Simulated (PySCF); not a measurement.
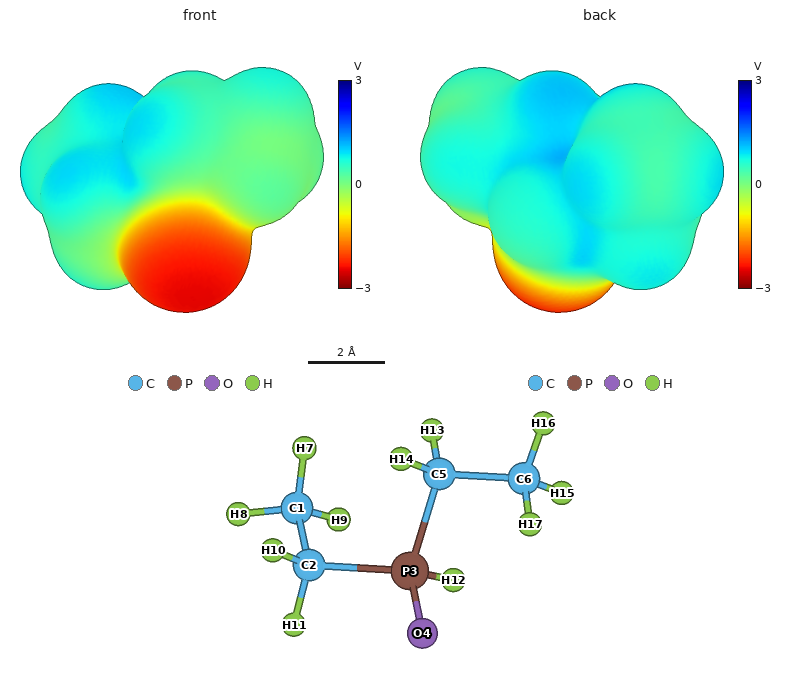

The picture shows: C$_{4}$H$_{11}$OP (SMILES CC[PH](=O)CC). The electrostatic potential painted on the density surface at 0.002 e/bohr³, seen from the front and from behind; red is negative and blue positive. The bare structure is drawn below in the same view.

Geometry: GFN2-xTB.

Level of theory: PBE0/pcSseg-1, SCF density, gas phase, non-relativistic (PySCF).

| atom | x (Å) | y (Å) | z (Å) |
| --- | --- | --- | --- |
| C | -2.3017 | 0.3649 | -0.1059 |
| C | -1.5455 | -0.8852 | 0.3101 |
| P | 0.2374 | -0.8695 | -0.1131 |
| O | 0.9107 | -2.1467 | 0.1339 |
| C | 1.0185 | 0.5600 | 0.7300 |
| C | 2.4877 | 0.5959 | 0.3356 |
| H | -1.9894 | 1.2238 | 0.4830 |
| H | -3.3711 | 0.2252 | 0.0372 |
| H | -2.1229 | 0.5839 | -1.1566 |
| H | -1.6109 | -1.0573 | 1.3890 |
| H | -1.9513 | -1.7748 | -0.1814 |
| H | 0.2465 | -0.4816 | -1.4570 |
| H | 0.5151 | 1.4894 | 0.4654 |
| H | 0.9126 | 0.3943 | 1.8065 |
| H | 2.5871 | 0.7689 | -0.7353 |
| H | 3.0200 | 1.3824 | 0.8673 |
| H | 2.9502 | -0.3616 | 0.5680 |

Question: Which sites attract a positive test charge, and which a negative one?

Answer: A positive charge is drawn to the negative regions and a negative charge to the positive ones. The most negative region (about −2.4 V) lies over O4, the most positive (about +1.1 V) over C1, P3, C5 and H13. O4 is the likeliest acceptor of a hydrogen bond.

Question: How polar is the molecule by this calculation?

Answer: Its dipole moment is 4.10 D.
